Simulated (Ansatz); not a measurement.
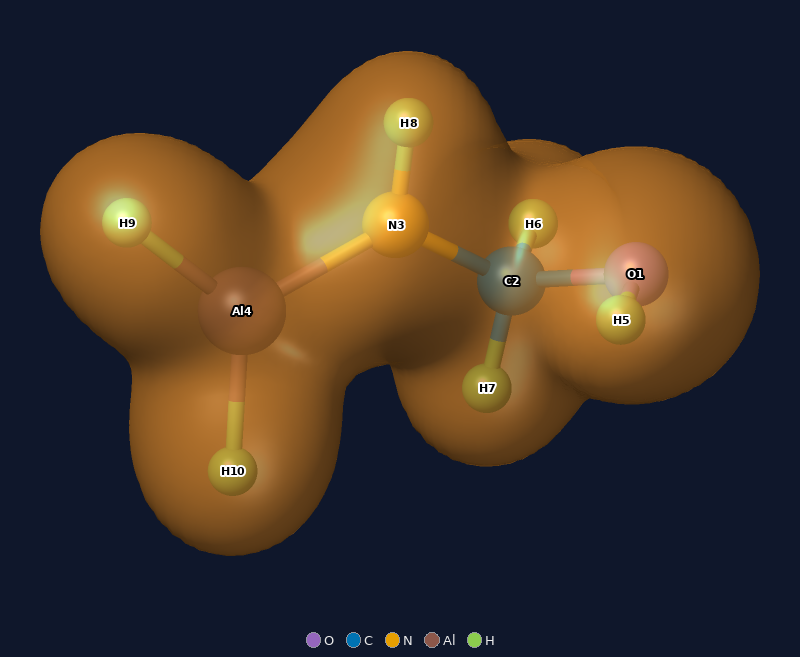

CH$_{6}$AlNO. Isosurface of the total electron density at 0.1 e/Å³ (orange), seen at a tilt.

Geometry: PBE0-D4/def2-TZVP.

Method: RKS PBE0-D4/def2-TZVPP in Ansatz 0.2.0.

```xyz
10

O     0.0895   -0.0302   -2.0962
C     0.6170   -0.4090   -0.8454
N    -0.3668   -0.4563    0.1955
Al   -0.4223    0.5007    1.6895
H    -0.3564    0.8139   -1.9775
H     1.0661   -1.3909   -1.0251
H     1.4156    0.2766   -0.5306
H    -1.0728   -1.1545    0.0028
H    -1.6040    0.2171    2.7018
H     0.7171    1.5814    1.8881
```

### Which contacts does the surface bridge?

At this value the surface is in one piece. It bridges the sampled C–O (1.41 Å), C–N (1.43 Å), Al–N (1.78 Å) and O–H (0.96 Å) contacts, where the density stays above the isovalue. On the grid the lowest density along these lines, outside the cores, is 1.8 e/Å³ (C–O, 1.41 Å), 1.9 e/Å³ (C–N, 1.43 Å), 0.74 e/Å³ (Al–N, 1.78 Å) and 2.5 e/Å³ (O–H, 0.96 Å).
